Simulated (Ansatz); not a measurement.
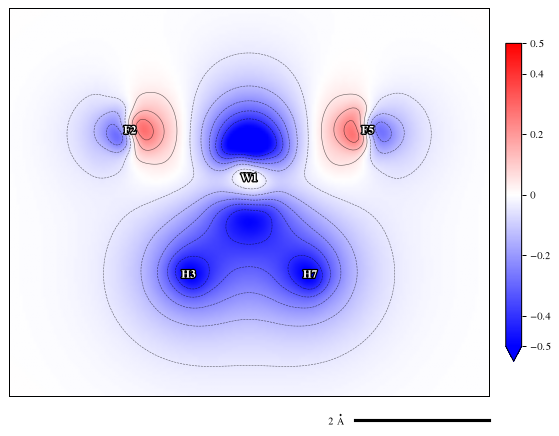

F₂H₄W. The HOMO−1 on the plane of atoms F2, W1 and H7 (values in Å⁻³ᐟ²; the overall sign is arbitrary).

Core potentials replace the inner electrons of W.

All numbers below come from RKS BLYP-D4/def2-SVP in Ansatz 0.2.0.

```xyz
7

W    -0.3402    0.0000    0.3402
F     0.4092    0.0000    2.0891
H     1.3145    0.0000   -0.0364
H     0.2696    1.4489   -0.2696
F    -2.0891    0.0000   -0.4092
H     0.2696   -1.4489   -0.2696
H     0.0364    0.0000   -1.3145
```

### What is the character of this orbital?

By Hirshfeld shares it lies mainly on W1 (about 55 %), H3 (about 10 %), H7 (about 10 %), H4 (about 10 %) and H6 (about 10 %). Its energy is −7.75 eV.
